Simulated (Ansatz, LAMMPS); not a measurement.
## Ga in place of Ge at several sites of amorphous Ge (61 atoms)

Aim: make Ga in place of Ge at several sites of amorphous Ge (61 atoms), relax each, and compare their energies.

Program: Ansatz 0.2.0. Level of theory: Kohn-Sham DFT, PBE, PAW (set soft_1), plane waves. Results are calculated unless marked as measured.

## (1) Starting point

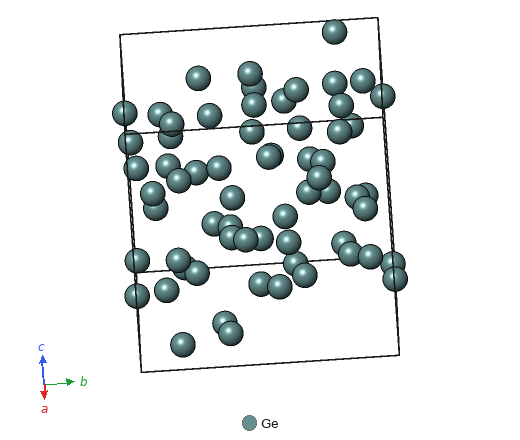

Start, viewed slightly off an axis; germanium teal. Some periodic images of atoms are drawn too.

The cell holds 61 atoms: 61 Ge. Cell: a = 11.207 Å, b = 11.207 Å, c = 11.207 Å, α = 90.0°, β = 90.0°, γ = 90.0°. 61 atoms (61 Ge) placed at random at 5.23 g/cm³, melted at 3500 K for 10 ps at fixed volume with the Tersoff potential (Tersoff, Phys. Rev. B 39, 5566 (1989)). Quenched from 3500 K to 300 K at 6 K/ps and fixed volume, annealed at 1300 K for 20 ps, held 5 ps.

What the set-up can't give: The quench rate of 6 K/ps is many orders above laboratory rates, so the cell is likely richer in defects and strain than a real sample. The starting topology of bonds comes from the classical model, and needn't be the one that DFT or experiment would give. The Brillouin zone is sampled at Γ only, in a cell whose shortest periodic width is 11 Å.

## (2) Single point at the start

The forces at the start show how far the geometry lies from a minimum of this functional.

input.yaml reads:

```yaml
crystal:
  lattice:
    - [11.2075, 0.0, 0.0]
    - [0.0, 11.2075, 0.0]
    - [0.0, 0.0, 11.2075]
  atoms:
    - { symbol: Ge, position: [0.12116, 0.7004, 0.47746] }
    - { symbol: Ge, position: [0.70684, 0.19404, 0.66905] }
    - { symbol: Ge, position: [0.59991, 0.33291, 0.01405] }
    - { symbol: Ge, position: [0.88265, 0.11886, 0.2871] }
    - { symbol: Ge, position: [0.89599, 0.09075, 0.70069] }
    - { symbol: Ge, position: [0.70234, 0.39573, 0.58013] }
    - { symbol: Ge, position: [0.02298, 0.76257, 0.29725] }
    - { symbol: Ge, position: [0.67149, 0.0028, 0.95076] }
    - { symbol: Ge, position: [0.6626, 0.17055, 0.31684] }
    - { symbol: Ge, position: [0.68098, 0.83724, 0.30388] }
    - { symbol: Ge, position: [0.57503, 0.87699, 0.49575] }
    - { symbol: Ge, position: [0.00645, 0.25779, 0.4046] }
    - { symbol: Ge, position: [0.33258, 0.49406, 0.93963] }
    - { symbol: Ge, position: [0.24285, 0.02933, 0.53761] }
    - { symbol: Ge, position: [0.14214, 0.81004, 0.12396] }
    - { symbol: Ge, position: [0.63459, 0.67, 0.9862] }
    - { symbol: Ge, position: [0.41286, 0.59884, 0.25745] }
    - { symbol: Ge, position: [0.8439, 0.67437, 0.91258] }
    - { symbol: Ge, position: [0.62594, 0.38213, 0.3823] }
    - { symbol: Ge, position: [0.95104, 0.49044, 0.95492] }
    - { symbol: Ge, position: [0.16679, 0.32561, 0.7061] }
    - { symbol: Ge, position: [0.62028, 0.65395, 0.20178] }
    - { symbol: Ge, position: [0.26459, 0.61931, 0.10397] }
    - { symbol: Ge, position: [0.80928, 0.3541, 0.05829] }
    - { symbol: Ge, position: [0.61615, 0.75382, 0.67051] }
    - { symbol: Ge, position: [0.59007, 0.09641, 0.51105] }
    - { symbol: Ge, position: [0.92664, 0.16726, 0.07324] }
    - { symbol: Ge, position: [0.38648, 0.37783, 0.32649] }
    - { symbol: Ge, position: [0.9369, 0.5565, 0.29324] }
    - { symbol: Ge, position: [0.74587, 0.48336, 0.22979] }
    - { symbol: Ge, position: [0.06988, 0.50322, 0.7717] }
    - { symbol: Ge, position: [0.97174, 0.59615, 0.60047] }
    - { symbol: Ge, position: [0.57195, 0.54588, 0.68641] }
    - { symbol: Ge, position: [0.24523, 0.61712, 0.78018] }
    - { symbol: Ge, position: [0.07311, 0.16869, 0.5911] }
    - { symbol: Ge, position: [0.90692, 0.90723, 0.58433] }
    - { symbol: Ge, position: [0.33888, 0.68974, 0.43097] }
    - { symbol: Ge, position: [0.49108, 0.23787, 0.18652] }
    - { symbol: Ge, position: [0.36936, 0.55396, 0.60753] }
    - { symbol: Ge, position: [0.0014, 0.82904, 0.95245] }
    - { symbol: Ge, position: [0.5988, 0.18022, 0.86207] }
    - { symbol: Ge, position: [0.88074, 0.91386, 0.36988] }
    - { symbol: Ge, position: [0.41992, 0.01025, 0.22477] }
    - { symbol: Ge, position: [0.15355, 0.1895, 0.07227] }
    - { symbol: Ge, position: [0.11918, 0.86943, 0.60484] }
    - { symbol: Ge, position: [0.32374, 0.34902, 0.54992] }
    - { symbol: Ge, position: [0.17361, 0.31504, 0.25525] }
    - { symbol: Ge, position: [0.26638, 0.99447, 0.07683] }
    - { symbol: Ge, position: [0.26024, 0.29309, 0.90429] }
    - { symbol: Ge, position: [0.64402, 0.00159, 0.17103] }
    - { symbol: Ge, position: [0.88751, 0.01857, 0.91701] }
    - { symbol: Ge, position: [0.89926, 0.43751, 0.48377] }
    - { symbol: Ge, position: [0.38996, 0.13717, 0.81795] }
    - { symbol: Ge, position: [0.53978, 0.50245, 0.89471] }
    - { symbol: Ge, position: [0.09339, 0.49113, 0.14754] }
    - { symbol: Ge, position: [0.35178, 0.92738, 0.88662] }
    - { symbol: Ge, position: [0.8352, 0.73686, 0.69604] }
    - { symbol: Ge, position: [0.17423, 0.81743, 0.80934] }
    - { symbol: Ge, position: [0.39373, 0.1536, 0.60158] }
    - { symbol: Ge, position: [0.37278, 0.90836, 0.41602] }
    - { symbol: Ge, position: [0.54924, 0.83916, 0.87204] }
kpoints:
  mp_grid: { grid: [1, 1, 1] }
hamiltonian:
  xc: pbe
  pseudopotentials: { kind: paw, azcp: { folder: soft_1 } }
scf:
  occupations: { method: fermi_dirac, width: 0.05 }
output:
  forces: true
```

On the command line:

```sh
$ ansatz run input.yaml --threads 4 --pin off --max-ram 8192MiB --backend cpu --events-out ev --progress --plain --runs-dir out
```

Numbers of over 12 decimals in the logs are rounded to 6 here.

What it wrote:

```text
Engine: ansatz 0.2.0, x86_64-unknown-linux-gnu
Pseudopotentials: kind: paw
Pseudopotential: Ge, paw, valence charge 14, recommended cutoff 420 eV (normal), soft_1/Ge.paw.azcp
Functional definition: PBE
  parameter kappa = 0.804
  parameter beta = 0.066725
  exchange = pbe_x(kappa = kappa, mu = beta*pi^2/3)
  correlation = pbe_c(beta = beta)
Crystal: 61 atoms, lattice volume = 1407.752 Å³
Basis set: ecut = 420 eV, 27609 PW (Γ), exchange–correlation on 150×150×150 points (8 copies of the dense FFT grid, shifted against one another)
Bands: 488, of which v1, the nominal top of the filled ones, is band 427 counted from 1 (426 counted from 0)
Symmetry: 1 space group operations
Space group: P1 (ITA 1), of the structure as read, at distance tolerance 1.1e-4 Å
k-points: 1
Non-local potential: Ge, projectors of the file, l = 0: 2, l = 1: 2, l = 2: 3, l = 3: 1
PAW form: soft (Blöchl's): semilocal exchange-correlation on the pseudo side does not see the compensation charge
PAW one-centre angular grid: Ge, 590 points (default); XC on 64 Gauss nodes
Initial density: superposition of atomic densities (chi_scale 0.1, normalization cell)
Initial wavefunctions: pseudopotential atomic-orbital guess
Functional: x = pbe(κ = 0.804, μ = 0.219515), c = pbe(β = 0.066725)
SCF iter   1: F=—  HF=-261979.423815 eV  |F-HF|=—  |Δ(HF+E_count)|=         —  Δρ=3.35e-2  dr2=1.55e1  ethr=3.10e-3  ⟨swp⟩=6.0  Hψ=1760  notcnv=0
preconditioner: auto → LDOS  [metal: Δε(μ)=0.093 eV  Ē_g=21.428 eV  σ=0.050 eV  W_gap=0.44  n_scr=388 (ndim 8)  ℏωp=28.9 eV  f_vac=0.045  D(μ)=16.72/eV (n_scr^D=80)  β→1.0]
SCF iter   2: F=—  HF=-261978.191463 eV  |F-HF|=—  |Δ(HF+E_count)|=    1.23e0  Δρ=9.23e-3  dr2=3.80e0  ethr=1.81e-3  ⟨swp⟩=3.0  Hψ=718  notcnv=0  defer=42
SCF iter   3: F=—  HF=-261977.702974 eV  |F-HF|=—  |Δ(HF+E_count)|=   4.88e-1  Δρ=4.68e-3  dr2=1.13e0  ethr=4.45e-4  ⟨swp⟩=4.0  Hψ=909  notcnv=0  defer=42
SCF iter   4: F=—  HF=-261977.447447 eV  |F-HF|=—  |Δ(HF+E_count)|=   2.56e-1  Δρ=1.53e-3  dr2=9.78e-2  ethr=1.32e-4  ⟨swp⟩=2.0  Hψ=563  notcnv=0  defer=42
SCF iter   5: F=—  HF=-261977.427855 eV  |F-HF|=—  |Δ(HF+E_count)|=   1.96e-2  Δρ=4.46e-4  dr2=8.59e-3  ethr=1.14e-5  ⟨swp⟩=2.0  Hψ=568  notcnv=0  defer=42
SCF iter   6: F=—  HF=-261977.427608 eV  |F-HF|=—  |Δ(HF+E_count)|=   2.47e-4  Δρ=1.59e-4  dr2=9.61e-4  ethr=1.01e-6  ⟨swp⟩=2.0  Hψ=877  notcnv=0  defer=42
SCF iter   7: F=—  HF=-261977.427716 eV  |F-HF|=—  |Δ(HF+E_count)|=   1.07e-4  Δρ=6.97e-5  dr2=2.04e-4  ethr=1.13e-7  ⟨swp⟩=2.0  Hψ=874  notcnv=0  defer=42
SCF iter   8: F=—  HF=-261977.427712 eV  |F-HF|=—  |Δ(HF+E_count)|=   3.18e-6  Δρ=3.28e-5  dr2=5.39e-5  ethr=2.39e-8  ⟨swp⟩=2.0  Hψ=873  notcnv=0  defer=42
SCF iter   9: F=—  HF=-261977.426848 eV  |F-HF|=—  |Δ(HF+E_count)|=   8.64e-4  Δρ=1.82e-5  dr2=1.35e-5  ethr=6.31e-9  ⟨swp⟩=2.0  Hψ=581  notcnv=0  defer=42
SCF iter  10: F=—  HF=-261977.426848 eV  |F-HF|=—  |Δ(HF+E_count)|=   6.29e-7  Δρ=9.10e-6  dr2=3.96e-6  ethr=1.59e-9  ⟨swp⟩=2.0  Hψ=551  notcnv=0  defer=42
SCF iter  11: F=—  HF=-261977.426847 eV  |F-HF|=—  |Δ(HF+E_count)|=   3.00e-7  Δρ=3.94e-6  dr2=5.73e-7  ethr=4.63e-10  ⟨swp⟩=2.0  Hψ=551  notcnv=0  defer=42
SCF iter  12: F=—  HF=-261977.426848 eV  |F-HF|=—  |Δ(HF+E_count)|=   2.63e-8  Δρ=1.93e-6  dr2=1.38e-7  ethr=6.71e-11  ⟨swp⟩=2.0  Hψ=593  notcnv=0  defer=42
SCF iter  13: F=-261977.426847 eV  HF=-261977.426848 eV  |F-HF|=8.06e-9  |Δ(HF+E_count)|=   8.00e-9  Δρ=6.62e-7  dr2=1.51e-8  ethr=1.17e-11  ⟨swp⟩=4.0  Hψ=1351  notcnv=0
SCF 1 converged in 13 iterations: F = -261977.426847 eV  dr2 = 1.51e-8
  greatest PAW one-centre occupation: 0.998 electrons in one spin orbital (limit 2), on the Ge atom at site 37 (counted from 0), in its partial waves of l = 2
SCF converged after 13 iterations
Free energy (F): -261977.426847 eV
Harris-Foulkes:  -261977.426848 eV  (|F-HF|=8.06e-9)
Internal energy: -261977.295415 eV  (E = F + TS)
E sigma→0 (E₀):  -261977.361131 eV
Entropy (-TS):   -0.131432 eV (-2.155 meV/atom)
Fermi energy:    8.172961 eV
--- Per-component energies (eV) ---
  E_band       = -9341.900781
  E_kinetic    = 5671.959416
  E_local      = -141958.847935  (includes V_loc(G=0)·N_el)
  E_nonlocal   = 13248.533037
  E_hartree    = 67689.356266
  E_xc         = -4377.666911
  E_vxc        = -3978.293821  (∫ρ·V_xc dr)
  E_paw        = -122770.185423  (= ΣΔE_a)
  E_vpaw       = -17703.973033  (= ΣTr[D̂ρ^β])
  E_aug_tail   = 0.001011  (compensation charges beyond the density's cutoff)
  E_ewald      = -79480.444876
  E_smearing   = -0.131432  (= −TS)
  E_closure    = -0.000000  (closes the sum)
  Σ components = -261977.426847   (vs F -261977.426847, Δ=0.00e0)
--- Forces (eV/Å), atoms counted from 1 ---
  atom   1  Ge     0.85994773    -0.48166228    -0.47103782
  atom   2  Ge     0.04370432     0.35669095     0.38328835
  atom   3  Ge    -0.13328749    -0.25167356    -0.65095555
  atom   4  Ge    -0.67543299     0.25647097     0.02451927
  atom   5  Ge     0.11431287    -0.26498057     0.23483499
  atom   6  Ge     0.09472197     0.20670546     0.48012701
  atom   7  Ge    -0.58413482     0.05266986     0.50656862
  atom   8  Ge     0.47827617    -0.52065501     0.30347243
  atom   9  Ge     0.88950803     0.03137024     0.46716460
  atom  10  Ge     0.32198091    -0.04383059     0.69242159
  atom  11  Ge     0.05008756     0.48335853    -0.34866656
  atom  12  Ge     0.50611946     0.13728417     0.00996731
  atom  13  Ge    -0.04635089     0.47147309    -0.00908105
  atom  14  Ge    -1.09956062    -0.29072953    -0.23717656
[...]
atom  60  Ge    -0.12988180    -0.41882717    -0.69341509
  atom  61  Ge     0.52465645    -0.33451259    -0.25292469
  max |Σ_I F_I| component: 1.15e-5 eV/Å
```

It took 15 s on 4 threads of AMD EPYC 9R14 (Zen 4), shared host; peak memory 2.1 GiB.

In the SCF lines HF is the Harris–Foulkes energy and dr2 the Hartree energy of the density residual, in eV; the loop may stop once dr2 is under the threshold and the program's other checks hold. Hψ counts applications of the Hamiltonian.

The r.m.s. force at the start is 0.44 eV/Å.

## (3) Relaxation

With the cell held, the atoms are moved downhill towards a nearby minimum.

input.yaml reads:

```yaml
crystal:
  lattice:
    - [11.2075, 0.0, 0.0]
    - [0.0, 11.2075, 0.0]
    - [0.0, 0.0, 11.2075]
  atoms:
    [... the 61 atom lines of step 2 ...]
kpoints:
  mp_grid: { grid: [1, 1, 1] }
hamiltonian:
  xc: pbe
  pseudopotentials: { kind: paw, azcp: { folder: soft_1 } }
scf:
  occupations: { method: fermi_dirac, width: 0.05 }
output:
  forces: true
relax:
  f_tol: 0.05
  max_steps: 120
```

What it wrote:

```text
[...]
Crystal: 61 atoms, lattice volume = 1407.752 Å³
Basis set: ecut = 420 eV, 27609 PW (Γ), exchange–correlation on 150×150×150 points (8 copies of the dense FFT grid, shifted against one another)
Bands: 513, of which v1, the nominal top of the filled ones, is band 427 counted from 1 (426 counted from 0)
Symmetry: 1 space group operations
[...]
k-points: 1
[...]
SCF iter   1: F=—  HF=-261979.422595 eV  |F-HF|=—  |Δ(HF+E_count)|=         —  Δρ=3.35e-2  dr2=1.55e1  ethr=3.10e-3  ⟨swp⟩=6.0  Hψ=1842  notcnv=0
[...]
SCF iter   8: F=-261977.426812 eV  HF=-261977.426850 eV  |F-HF|=3.80e-5  |Δ(HF+E_count)|=   1.20e-5  Δρ=3.28e-5  dr2=5.38e-5  ethr=7.32e-9  ⟨swp⟩=2.0  Hψ=1817  notcnv=0
SCF 1 converged in 8 iterations: F = -261977.426812 eV  dr2 = 5.38e-5
[...]
relax step   1: F+E_penalty+E_count = -261977.42681191 eV  Δ(F+E_penalty+E_count) = +0.000e0 eV  max|allowed force component| = 1.481e0 eV/Å  Δτ_max = 0.0000 Å  (8 SCF iters, dr2 threshold 6.25e-5 eV, accepted)
[...]
relax step   2: F+E_penalty+E_count = -261979.26630672 eV  Δ(F+E_penalty+E_count) = -1.839e0 eV  max|allowed force component| = 3.723e-1 eV/Å  Δτ_max = 0.1946 Å  (6 SCF iters, dr2 threshold 1.00e-4 eV, accepted)
[...]
relax step   3: F+E_penalty+E_count = -261979.61246709 eV  Δ(F+E_penalty+E_count) = -3.462e-1 eV  max|allowed force component| = 1.366e-1 eV/Å  Δτ_max = 0.2000 Å  (8 SCF iters, dr2 threshold 8.66e-6 eV, accepted)
relax step   4: F+E_penalty+E_count = -261979.70758665 eV  Δ(F+E_penalty+E_count) = -9.512e-2 eV  max|allowed force component| = 1.618e-1 eV/Å  Δτ_max = 0.2000 Å  (10 SCF iters, accepted)
relax step   5: F+E_penalty+E_count = -261979.75956732 eV  Δ(F+E_penalty+E_count) = -5.198e-2 eV  max|allowed force component| = 1.441e-1 eV/Å  Δτ_max = 0.1184 Å  (7 SCF iters, dr2 threshold 3.52e-6 eV, accepted)
relax step   6: F+E_penalty+E_count = -261979.80532434 eV  Δ(F+E_penalty+E_count) = -4.576e-2 eV  max|allowed force component| = 2.661e-1 eV/Å  Δτ_max = 0.0735 Å  (6 SCF iters, dr2 threshold 1.65e-5 eV, accepted)
relax step   7: F+E_penalty+E_count = -261979.87438069 eV  Δ(F+E_penalty+E_count) = -6.906e-2 eV  max|allowed force component| = 5.398e-1 eV/Å  Δτ_max = 0.1945 Å  (7 SCF iters, dr2 threshold 5.62e-5 eV, accepted)
relax step   8: F+E_penalty+E_count = -261979.93631564 eV  Δ(F+E_penalty+E_count) = -6.193e-2 eV  max|allowed force component| = 3.340e-1 eV/Å  Δτ_max = 0.1259 Å  (6 SCF iters, dr2 threshold 1.00e-4 eV, accepted)
relax step   9: F+E_penalty+E_count = -261980.01641189 eV  Δ(F+E_penalty+E_count) = -8.010e-2 eV  max|allowed force component| = 1.357e-1 eV/Å  Δτ_max = 0.1657 Å  (7 SCF iters, dr2 threshold 4.27e-5 eV, accepted)
relax step  10: F+E_penalty+E_count = -261980.06117573 eV  Δ(F+E_penalty+E_count) = -4.476e-2 eV  max|allowed force component| = 8.811e-2 eV/Å  Δτ_max = 0.1557 Å  (8 SCF iters, dr2 threshold 3.04e-6 eV, accepted)
relax step  11: F+E_penalty+E_count = -261980.11492629 eV  Δ(F+E_penalty+E_count) = -5.375e-2 eV  max|allowed force component| = 1.234e-1 eV/Å  Δτ_max = 0.1957 Å  (9 SCF iters, accepted)
relax step  12: F+E_penalty+E_count = -261980.14510689 eV  Δ(F+E_penalty+E_count) = -3.018e-2 eV  max|allowed force component| = 2.019e-1 eV/Å  Δτ_max = 0.1951 Å  (6 SCF iters, dr2 threshold 6.42e-6 eV, accepted)
relax step  13: F+E_penalty+E_count = -261980.15868030 eV  Δ(F+E_penalty+E_count) = -1.357e-2 eV  max|allowed force component| = 5.251e-2 eV/Å  Δτ_max = 0.0574 Å  (6 SCF iters, dr2 threshold 4.08e-5 eV, accepted)
[...]
relax step  14: F+E_penalty+E_count = -261980.16323790 eV  Δ(F+E_penalty+E_count) = -4.558e-3 eV  max|allowed force component| = 4.594e-2 eV/Å  Δτ_max = 0.0384 Å  (8 SCF iters, accepted)
SCF converged after 8 iterations
Free energy (F): -261980.163238 eV
[...]
Internal energy: -261980.118110 eV  (E = F + TS)
E sigma→0 (E₀):  -261980.140674 eV
Entropy (-TS):   -0.045128 eV (-0.740 meV/atom)
Fermi energy:    8.010261 eV
[...]
--- Forces (eV/Å), atoms counted from 1 ---
  atom   1  Ge    -0.00672330     0.00447484     0.01194125
  atom   2  Ge    -0.01777238    -0.00338593    -0.00392665
  atom   3  Ge    -0.00100901    -0.01378384    -0.00925703
  atom   4  Ge    -0.01787761    -0.01143173     0.00703502
  atom   5  Ge    -0.00781701     0.00282453    -0.00472675
  atom   6  Ge     0.02644952     0.01188264     0.02840301
  atom   7  Ge     0.02355103     0.00232471     0.03098720
  atom   8  Ge    -0.00819308     0.00985518    -0.00833048
  atom   9  Ge    -0.01560182     0.01243995    -0.00008086
  atom  10  Ge     0.00527828    -0.00277560     0.01099646
  atom  11  Ge     0.00384661     0.00719774     0.00358383
  atom  12  Ge    -0.00241134    -0.00279657    -0.00042632
  atom  13  Ge    -0.00185046     0.00577667     0.02489834
  atom  14  Ge    -0.00346004     0.00280784    -0.00363637
[...]
atom  60  Ge     0.00039160     0.00053449     0.00813092
  atom  61  Ge    -0.00035722    -0.02085848    -0.00753457
  max |Σ_I F_I| component: 9.22e-6 eV/Å
--- Relaxed structure (14 steps of the walk, 14 accepted, 0 SCFs on fresh bases) ---
  F+E_penalty+E_count = -261980.16323790 eV   max|allowed force component| = 4.594e-2 eV/Å
  atoms:
    - { symbol: Ge, position: [0.124316, 0.686597, 0.468097] }
    - { symbol: Ge, position: [0.725531, 0.199029, 0.696428] }
    - { symbol: Ge, position: [0.602587, 0.313455, 0.033104] }
    - { symbol: Ge, position: [0.827700, 0.098280, 0.267328] }
[...]
- { symbol: Ge, position: [0.543570, 0.832631, 0.877512] }
```

Run time: 2 min. Hardware: 4 threads; peak memory 2.1 GiB; 7.7 min of CPU time.

The relaxation converged after 14 steps, 2.74 eV below its start, with a largest force component of 0.046 eV/Å.

[end of part 1 of 3]

[Logs are printed without paths, hosts, clocks, repeated set-up lines and the standing remarks that a program may print on its own settings, such as how far it seeks lower states.]

[Hosts, paths, dates, database ids (printed as entryN), source tags and the programs' standing remarks are cut or masked in the printed files.]
